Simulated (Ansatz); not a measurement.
# (BP)2(GaN)1 [001] superlattice, started as zinc blende: following an unstable mode, part 3 of 3

Which phase does (BP)2(GaN)1 [001] superlattice, started as zinc blende fall into along its unstable mode, and how much energy does it gain?

Ansatz 0.2.0; DFT LDA, scalar-relativistic, plane waves, PAW.

So far. Step 4 (The mode frozen in, largest atomic shift 0.08 Å): The run ends at a pressure of 0.62 GPa, with forces up to 0.15 eV/Å. Step 5 (Energy along the mode, all amplitudes (two of the runs …): The lowest of the steps tried is at 0.08 Å, 0.233 meV/atom below the parent; the bottom of the well need not coincide with a step.

The structure was built from a prototype and need not be the compound's stable phase.

**6. Relaxing from the distorted cell (continued)**

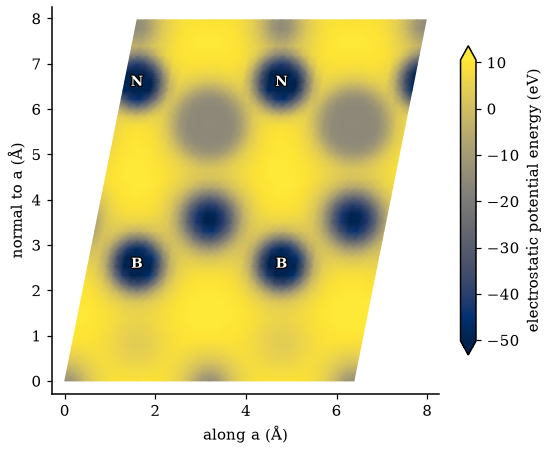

Electrostatic potential energy in the ac plane of the cell as run, not the conventional one, at fractional y = 0.614, with atoms of B and N within 0.2 Å of it. With pseudopotentials it is smooth inside the atoms' cores, unlike the true potential.

The distorted start has space group Cm; the relaxation ends in Cm.

**7. The new phase in its own primitive cell**

The relaxed structure is symmetrised, reduced to its primitive cell and relaxed tightly, as its phonons need.

File input.yaml:

```yaml
crystal:
  lattice:
    - [7.1853539684, -1.5951441015, 0.0]
    - [7.1853539684, 1.5951441015, 0.0]
    - [-0.0038695618, 0.0, 3.4533110482]
  atoms:
    - { symbol: B, position: [0.0087049618, 0.0087049618, 0.2096739791] }
    - { symbol: B, position: [0.6616674094, 0.6616674094, 0.709816765] }
    - { symbol: Ga, position: [0.3427953296, 0.3427953296, 0.2107768672] }
    - { symbol: "N", position: [0.9136866348, 0.9136866348, 0.2106611234] }
    - { symbol: P, position: [0.5850062918, 0.5850062918, 0.2093901104] }
    - { symbol: P, position: [0.2381393728, 0.2381393728, 0.7102642696] }
kpoints:
  mp_grid: { grid: [10, 10, 8] }
hamiltonian:
  xc: lda
scf:
  occupations: { method: fixed }
output:
  forces: true
  stress: true
  eigenvalues: true
relax:
  adjacent_minimum: "off"
  f_tol: 0.001
  max_steps: 60
  cell: { stress_tol: 0.01 }
```

On the command line:

```
ansatz run input.yaml --threads 8 --pin off --max-ram 14336MiB --backend cpu --events-out ev --progress --plain --runs-dir out
```

Numbers of over 12 decimals in the logs are rounded to 6 here.

The log of the run:

```text
[...]
- [7.185315, -1.595153, 0.00354457]
    - [7.185315, 1.595153, 0.00354457]
    - [-0.00216601, 0.0, 3.453239]
  atoms:
    - { symbol: B, position: [0.00871015, 0.00871015, 0.210062] }
    - { symbol: B, position: [0.661665, 0.661665, 0.710054] }
    - { symbol: Ga, position: [0.342801, 0.342801, 0.210172] }
    - { symbol: N, position: [0.913685, 0.913685, 0.210173] }
    - { symbol: P, position: [0.585000, 0.585000, 0.210010] }
    - { symbol: P, position: [0.238139, 0.238139, 0.710112] }
[key lines of the parts left out:]
SCF converged after 5 iterations
Free energy (F): -5834.204761 eV
Fermi energy:    8.226088 eV
P = ⅓ Tr σ = 0.0004 GPa (0.004 kbar)
```

Elapsed: 34 s, on 8 threads of Arm Neoverse V2, shared host; peak memory 0.72 GiB.

The steps of the relaxation:

| step | energy less that of the first step (eV) | largest force component (eV/Å) | pressure (GPa) | volume (Å³) |
| --- | --- | --- | --- | --- |
| 1 | 0.0000 | 0.0044 | 0.00 | 79.16 |
| 2 | 0.0000 | 0.0028 | 0.00 | 79.16 |
| 3 | 0.0000 | 0.0011 | 0.00 | 79.16 |
| 4 | 0.0000 | 0.0005 | 0.00 | 79.16 |
| 5* | 0.0000 | 0.0005 | 0.00 | 79.16 |
| 6 | 0.0000 | 0.0007 | 0.00 | 79.16 |
| 7* | 0.0000 | 0.0007 | 0.00 | 79.16 |

Relaxation steps marked * repeat the geometry before them on a plane-wave basis chosen anew for their cell, so energy and pressure can jump there.

The run keeps the 2 symmetry operations that it works with, so distortions that break them were not tested.

| cell as run | before | after | change |
| --- | --- | --- | --- |
| a (Å) | 7.360 | 7.360 | -0.0 % |
| b (Å) | 7.360 | 7.360 | -0.0 % |
| c (Å) | 3.453 | 3.453 | -0.0 % |
| α (°) | 90.06 | 90.01 | -0.1 % |
| β (°) | 90.06 | 90.01 | -0.1 % |
| volume (Å³/atom) | 13.19 | 13.19 | -0.0 % |

The relaxed structure:

```xyz
6
Lattice="7.1853 -1.5952 0.0035 7.1853 1.5952 0.0035 -0.0022 0.0000 3.4532" Properties=species:S:1:pos:R:3 pbc="T T T"
B     0.1247    0.0000    0.7255
B     9.5070    0.0000    2.4567
Ga    4.9258    0.0000    0.7282
N    13.1298    0.0000    0.7323
P     8.4064    0.0000    0.7294
P     3.4207    0.0000    2.4539
```

This step gave:

| Quantity | Value |
| --- | --- |
| pressure | 4.48e-4 GPa |
| gap on the k-mesh | 0.2818 eV |
| direct gap on mesh | 0.5768 eV |

The largest force component left is 0.66 meV/Å and the pressure is 0.000 GPa, within the tolerances set. The cell now holds 13.19 Å³/atom.

**8. Modes of the new phase, k-mesh 10×10×8, occupations fixed**

A relaxed structure may still be a saddle point, so its zone-centre modes are computed. The response to a homogeneous field gives the Born charges and the dielectric tensor.

File input.yaml:

```yaml
crystal:
  lattice:
    - [7.1853154841, -1.5951534247, 0.0035445714]
    - [7.1853154841, 1.5951534247, 0.0035445714]
    - [-0.0021660053, 0.0, 3.4532386705]
  atoms:
    - { symbol: B, position: [0.0087101487, 0.0087101487, 0.2100624214] }
    - { symbol: B, position: [0.6616648603, 0.6616648603, 0.7100538572] }
    - { symbol: Ga, position: [0.3428011416, 0.3428011416, 0.2101716205] }
    - { symbol: "N", position: [0.9136848858, 0.9136848858, 0.2101730695] }
    - { symbol: P, position: [0.5850002072, 0.5850002072, 0.2100101819] }
    - { symbol: P, position: [0.2381387565, 0.2381387565, 0.7101119642] }
kpoints:
  mp_grid: { grid: [10, 10, 8] }
hamiltonian:
  xc: lda
scf:
  occupations: { method: fixed }
output:
  eigenvalues: true
phonons:
  method: dfpt
  dielectric: true
  rigid_motions: translations
```

The log of the run:

```text
[...]
Crystal: 6 atoms, lattice volume = 79.160 Å³
Basis set: ecut = 420 eV, 1539 PW (Γ), exchange–correlation on 100×100×48 points (8 copies of the dense FFT grid, shifted against one another)
Bands: 23, of which v1, the nominal top of the filled ones, is band 17 counted from 1 (16 counted from 0)
Symmetry: 2 space group operations
k-points: 404 of 800 (irreducible under 1 space group operation, time reversal used)
[...]
SCF iter   1: F=—  HF=-5834.224399 eV  |F-HF|=—  |Δ(HF+E_count)|=         —  Δρ=9.37e-3  dr2=6.79e-2  ethr=1.77e-3  ⟨swp⟩=5.2  Hψ=41581  notcnv=0  defer=1141
[...]
SCF iter  10: F=-5834.204763 eV  HF=-5834.204763 eV  |F-HF|=1.64e-11  |Δ(HF+E_count)|=  9.46e-11  Δρ=1.71e-7  dr2=3.81e-11  ethr=1.00e-12  ⟨swp⟩=15.6  Hψ=70504  notcnv=0
SCF 1 converged in 10 iterations: F = -5834.204763 eV  dr2 = 3.81e-11
[...]
NSCF: frozen V_eff on 179 k-points
DFPT response loops at Γ: preconditioner auto → Resta (q_TF=auto, 2.370 Å⁻¹)  ε∞=14.6 (no band partly filled); β = 1.00, the filter's whole step (`scf.mixing.beta` (0.50) is not read by the response loops at its default; to damp them type it under 1.00, their step now; it binds the ground state too); Broyden in place of MSR1
── the response to a field inside a basis, on 14×14×14 k-points: an SCF that follows is theirs, and a resumed run solves both again ──
Bands: 18, of which v1, the nominal top of the filled ones, is band 17 counted from 1 (16 counted from 0)
k-points: 735 of 2744 (time reversal used)
[...]
Eigensolver: Dense (735 Hₖ)
SCF iter   1: F=—  HF=-5834.201901 eV  |F-HF|=—  |Δ(HF+E_count)|=         —  Δρ=2.75e-4  dr2=1.42e-5  ethr=1.00e-1
[...]
SCF iter   4: F=-5834.201902 eV  HF=-5834.201902 eV  |F-HF|=9.04e-9  |Δ(HF+E_count)|=   4.94e-7  Δρ=5.70e-6  dr2=2.09e-8  ethr=2.50e-9
SCF 1 converged in 4 iterations: F = -5834.201902 eV  dr2 = 2.09e-8
[...]
WARN: field response: ε∞ stands inside a basis, on 14×14×14 points; the force constants stand on the 10×10×8 k-mesh, whose period is 10.62 times the interband length at k = (-0.5000, -0.5000, 0.0000), direct gap 0.577 eV, under 14: take them and everything formed from them as unconverged, and compare with a denser kpoints.mp_grid
SCF converged after 10 iterations
Free energy (F): -5834.204763 eV
[...]
Internal energy: -5834.204763 eV  (E = F + TS)
E sigma→0 (E₀):  -5834.204763 eV
Fermi energy:    8.226087 eV
[...]
--- Band table (eV; the first three rows and the last of 404) ---
  k-point 0: bands = [... 13 lower, 5.3219, 6.4559, 7.2291, 7.4999, 8.5189, 10.0659, 11.4033, 11.6509, ... 2 higher]
  k-point 1: bands = [... 13 lower, 4.9290, 5.9992, 6.9115, 7.4598, 9.4699, 10.3487, 11.0200, 11.7834, ... 2 higher]
  k-point 2: bands = [... 13 lower, 4.8930, 5.2047, 6.7381, 7.3206, 10.1046, 10.5557, 11.2590, 12.5012, ... 2 higher]
  k-point 403: bands = [... 13 lower, 4.5118, 5.6523, 5.8001, 6.9636, 10.4799, 10.9520, 11.6001, 11.8341, ... 2 higher]
[...]
k mesh reduced under 1 symmetry operation, with k and −k counted as one. Each operation leaves every solved perturbation unchanged. A smaller set is not considered because the run solves the response to a homogeneous field
  ASR residual: 1.261e-4 → 0.000e0 eV/Å²; symmetrization residual: 8.893e-6 eV/Å²
  ASR residual per site (eV/Å²): 7.96e-5 3.20e-5 2.61e-5 6.14e-5 5.26e-5 1.26e-4
[...]
ε∞ (high-frequency dielectric tensor):
        9.091265     0.000000     0.000685
        0.000000     7.789918    -0.000000
        0.000685    -0.000000     7.721462
  ε⁰ (static dielectric tensor: ions relaxed, cell fixed):
       10.776173     0.000000    -0.000152
        0.000000     8.535008    -0.000000
       -0.000152    -0.000000    10.736364
  ε⁰ − ε∞ (ionic part):
        1.684909     0.000000    -0.000837
        0.000000     0.745090    -0.000000
       -0.000837    -0.000000     3.014901
  softest optical mode at Γ: 121.24 cm⁻¹; the repairs (sum rule, projections) moved no ω² at Γ by more than (2.48 cm⁻¹)²
  Born effective charges Z* (e; rows j = field, columns β = displacement):
    site 0:
         2.24973    0.00000    0.00063
         0.00000    1.20592   -0.00000
         0.00120   -0.00000   -0.65526
    site 1:
         0.19793   -0.00000    0.00020
        -0.00000    0.14821   -0.00000
        -0.00015   -0.00000    0.79747
    site 2:
         3.28416    0.00000    0.00017
         0.00000    2.01012   -0.00000
         0.00052   -0.00000    2.58373
    site 3:
        -4.32857    0.00000   -0.00053
         0.00000   -2.18475    0.00000
        -0.00122    0.00000   -1.20974
    site 4:
        -0.28854    0.00000   -0.00026
         0.00000   -0.81547    0.00000
        -0.00006    0.00000   -0.24822
    site 5:
        -1.11472   -0.00000   -0.00021
        -0.00000   -0.36403    0.00000
        -0.00028    0.00000   -1.26798
  Z* charge neutrality: 8.331e-3 e pre-enforcement
  solved inside a basis spanned on kpoints, on 14×14×14 k-points, its susceptibility summed on 16×16×14: ε∞ is read to err by 3.7e-2, Z* by 2.5e-2 e (field_mesh: kpoints solves on kpoints); Z* is corrected for what the basis lacks
  optical modes at Γ without the LO–TO term, one row a degenerate level:
      ω (cm⁻¹)  modes    IR ((D/Å)²/amu)
        121.24      1             0.6626
        174.79      1             0.0954
        250.83      1             2.6036
        253.34      1             0.0569
        340.66      1             3.3571
        382.56      1             2.1066
        422.01      1             0.0007
        452.26      1             1.5274
        587.97      1             1.2363
        625.82      1             5.7894
        649.34      1             5.0321
        733.36      1             0.3773
        751.19      1             1.6045
[...]
optical modes at Γ + LO–TO along q̂ = [1.0000, 0.0000, 0.0000]:
      ω (cm⁻¹)  modes    IR ((D/Å)²/amu)
[...]
optical modes at Γ + LO–TO along q̂ = [0.0000, 1.0000, 0.0000]:
      ω (cm⁻¹)  modes    IR ((D/Å)²/amu)
[...]
optical modes at Γ + LO–TO along q̂ = [0.0000, 0.0000, 1.0000]:
      ω (cm⁻¹)  modes    IR ((D/Å)²/amu)
[...]
266.62      1             2.0683
        340.66      1             3.3571
        391.96      1             2.0143
        422.01      1             0.0007
        459.18      1             2.1012
        592.08      1             1.5594
        625.82      1             5.7894
        649.34      1             5.0321
        733.36      1             0.3773
        751.19      1             1.6045
        833.08      1             6.1545
       1424.74      1            36.7781
```

Run time: 5.1 min. Hardware: 8 threads; peak memory 4.5 GiB; 37 min of CPU time.

Numbers from this step:

```
sum-rule residual before enforcement                    : 1.26e-4 eV/Å²
miss of the charge sum rule                             : 0.008331 e
estimated error of the dielectric tensor                : 0.03733
estimated error of the Born charges                     : 0.02490 e
point group                                             : m
highest optical mode at the zone centre (no LO-TO term) : 1425 cm⁻¹
lowest optical zone-centre mode                         : 121.2 cm⁻¹
mean high-frequency dielectric constant                 : 8.201
largest Born charge (third of the trace)                : 2.626 e
mean static dielectric constant                         : 10.02
top of the zone-centre spectrum with the field          : 1463 cm⁻¹
```

Patterns of degenerate modes are one choice out of their space. The modes at Γ (shares of kinetic energy by element, %):

| mode | frequency (cm⁻¹) | symmetry | B % | Ga % | N % | P % |
| --- | --- | --- | --- | --- | --- | --- |
| 1 | 0.0 | acoustic | 13 | 42 | 8 | 37 |
| 2 | 0.0 | acoustic | 13 | 42 | 8 | 37 |
| 3 | 0.0 | acoustic | 13 | 42 | 8 | 37 |
| 4 | 121.2 | A' | 16 | 34 | 0 | 51 |
| 5 | 174.8 | A'' | 11 | 45 | 4 | 39 |
| 6 | 250.8 | A' | 9 | 1 | 78 | 12 |
| 7 | 253.3 | A'' | 24 | 1 | 0 | 75 |
| 8 | 340.7 | A' | 7 | 54 | 1 | 39 |
| 9 | 382.6 | A' | 5 | 23 | 2 | 70 |
| 10 | 422.0 | A' | 11 | 0 | 7 | 82 |
| 11 | 452.3 | A' | 87 | 0 | 7 | 5 |
| 12 | 588.0 | A' | 71 | 0 | 4 | 25 |
| 13 | 625.8 | A' | 28 | 5 | 43 | 24 |
| 14 | 649.3 | A'' | 7 | 11 | 76 | 5 |
| 15 | 733.4 | A' | 82 | 0 | 0 | 18 |
| 16 | 751.2 | A'' | 73 | 0 | 5 | 22 |
| 17 | 833.1 | A'' | 72 | 0 | 6 | 21 |
| 18 | 1424.7 | A' | 59 | 0 | 41 | 0 |

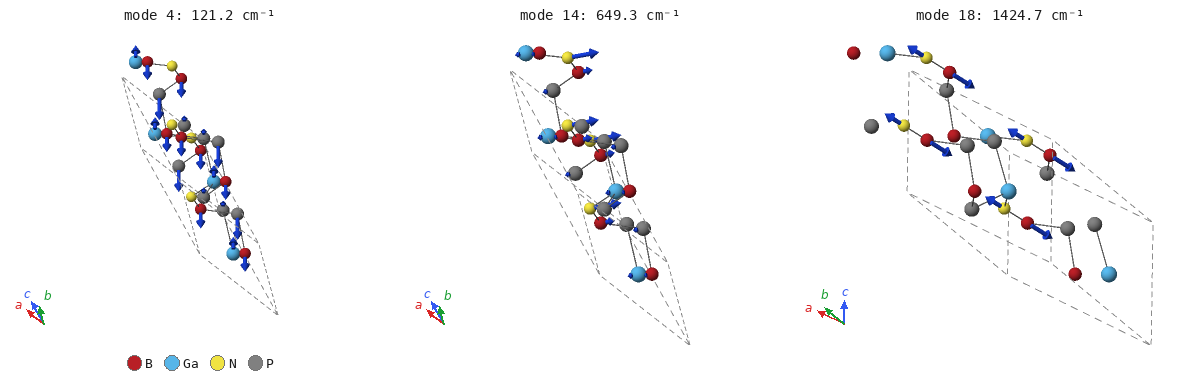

Displacement patterns of modes 4, 14 and 18 at Γ; arrows are exaggerated. Bonds to atoms that aren't drawn are left out. 1×2×1 conventional cells are drawn.

Optical modes at the zone centre, without and with the macroscopic field of the longitudinal modes; each column is sorted by frequency, so a row need not hold one and the same mode. Modes with and without the field, by row:

| rank among optical modes | no field (cm⁻¹) | q along (1, 0, 0) (cm⁻¹) | q along (0, 1, 0) (cm⁻¹) | q along (0, 0, 1) (cm⁻¹) |
| --- | --- | --- | --- | --- |
| 1 | 121.2 | 121.2 | 121.2 | 128.4 |
| 2 | 174.8 | 174.8 | 175.7 | 174.8 |
| 3 | 250.8 | 250.8 | 250.8 | 253.3 |
| 4 | 253.3 | 253.3 | 253.7 | 266.6 |
| 5 | 340.7 | 353.4 | 340.7 | 340.7 |
| 6 | 382.6 | 382.6 | 382.6 | 392 |
| 7 | 422 | 422 | 422 | 422 |
| 8 | 452.3 | 452.3 | 452.3 | 459.2 |
| 9 | 588 | 588 | 588 | 592.1 |
| 10 | 625.8 | 638.9 | 625.8 | 625.8 |
| 11 | 649.3 | 649.3 | 661.1 | 649.3 |
| 12 | 733.4 | 734.2 | 733.4 | 733.4 |
| 13 | 751.2 | 751.2 | 754.7 | 751.2 |
| 14 | 833.1 | 833.1 | 847.1 | 833.1 |
| 15 | 1425 | 1463 | 1425 | 1425 |

Born charge (rows field, columns displacement) (e), principal values of the symmetric part by kind of site:

| atom | atoms with these values | low | middle | high | mean |
| --- | --- | --- | --- | --- | --- |
| B1 | 1 | -0.66 | 1.21 | 2.25 | 0.93 |
| B2 | 1 | 0.15 | 0.20 | 0.80 | 0.38 |
| Ga3 | 1 | 2.01 | 2.58 | 3.28 | 2.63 |
| N4 | 1 | -4.33 | -2.18 | -1.21 | -2.57 |
| P5 | 1 | -0.82 | -0.29 | -0.25 | -0.45 |
| P6 | 1 | -1.27 | -1.11 | -0.36 | -0.92 |

In full for Ga3:

```
3.28 0.00 0.00
0.00 2.01 0.00
0.00 0.00 2.58
```

High-frequency dielectric tensor:

```
9.09 0.00 0.00
0.00 7.79 0.00
0.00 0.00 7.72
```

Static dielectric tensor (ions relaxed, fixed cell):

```
10.78  0.00  0.00
 0.00  8.54  0.00
 0.00  0.00 10.74
```

Transverse modes. Lines of the infrared spectrum (strongest = 100):

| position (cm⁻¹) | label | relative intensity |
| --- | --- | --- |
| 121 | A' | 1.8 |
| 175 | A'' | 0.3 |
| 251 | A' | 7.1 |
| 253 | A'' | 0.2 |
| 341 | A' | 9.1 |
| 383 | A' | 5.7 |
| 422 | A' | 0.0 |
| 452 | A' | 4.2 |
| 588 | A' | 3.4 |
| 626 | A' | 16 |
| 649 | A'' | 14 |
| 733 | A' | 1.0 |
| 751 | A'' | 4.4 |
| 833 | A'' | 17 |
| 1425 | A' | 100 |

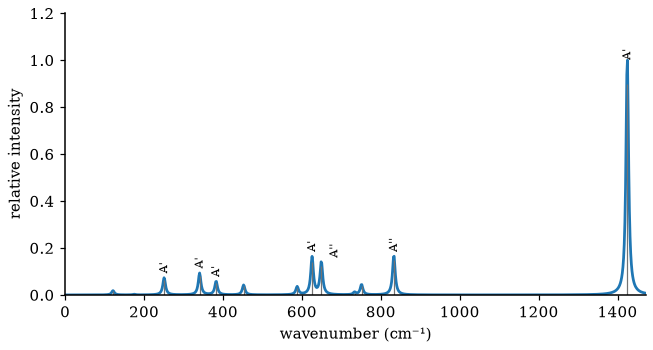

The infrared spectrum, broadened with Lorentzians of width 8 cm⁻¹; bars mark the lines.

Before it was imposed, the acoustic sum rule was missed by 1.3e-4 eV/Å² and the charge sum rule by 0.0083 e. Small misses are needed for a sound result but don't prove that mesh and cutoff are converged. The lowest optical mode is real, 121 cm⁻¹.

The log warns of the k mesh: “the force constants stand on the 10×10×8 k-mesh, whose period is 10.62 times the interband length at k = (-0.5000, -0.5000, 0.0000), direct gap 0.577 eV, under 14: take them and everything formed from them as unconverged”.

**9. The phases reached**

The phases reached along the modes that were followed are set side by side.

Energies are those of the first relaxation, on the mesh of the frozen mode; space group, volume and gap are those of the last relaxation. Phases, by row:

| mode frozen in | space group | energy from parent (meV/atom) | volume (Å³/atom) | gap on mesh (eV) | lowest zone-centre optical mode (cm⁻¹) | largest shift (Å) |
| --- | --- | --- | --- | --- | --- | --- |
| parent | Imm2 | 0 | 11.39 | 0 | – | – |
| q = (0, 0, 0), 118i cm⁻¹ | Amm2 | -95.13 | 13.19 | 0.282 | 121.2 | 0.834 |

**10. What came out**

```json
{
 "unstable mode of the parent": "q = (0, 0, 0), 118i cm⁻¹",
 "depth at the lowest point sampled": "0.233 meV/atom",
 "largest atomic shift at that point": "0.08 Å",
 "space group reached (within 0.01 Å)": "Amm2",
 "energy gained over the parent (first relaxation, on the mesh of the frozen mode)": "95.1 meV/atom",
 "volume per atom, phase reached": "13.2 Å³",
 "gap on the k-mesh, phase reached": "0.282 eV",
 "lowest optical zone-centre mode, phase reached": "121 cm⁻¹",
 "highest optical mode at the zone centre (no LO-TO term), phase reached": "1425 cm⁻¹"
}
```

**Reading.** Along this mode the structure falls into Amm2, 95.1 meV/atom below the parent. At the parent's cell the well is 0.233 meV/atom deep on the steps tried, with its lowest point at a shift of 0.08 Å. Relaxing atoms and cell changes the gain by +94.90 meV/atom against the lowest step (energies at zero smearing). Most of the total comes from this relaxation. The new phase has no imaginary mode at the zone centre of its cell; other wavevectors were not checked. How so shallow a well moves with the k mesh was not tested. Each path keeps the symmetry of its pattern, so a lower phase may lie along a pattern not tried. With the field response the log warns that the k mesh is coarse for the force constants too, so the frequencies may not be converged. With no gap, or one that is small against the smearing, the frequencies hang on the k mesh and the smearing, most of all near Kohn anomalies. The starting cell was built on a prototype and not taken from a measurement, so the phase need not exist.

[Logs are printed without paths, hosts, clocks, repeated set-up lines and the standing remarks that a program may print on its own settings, such as how far it seeks lower states.]

[Hosts, paths, dates, database ids (printed as entryN), source tags and the programs' standing remarks are cut or masked in the printed files.]
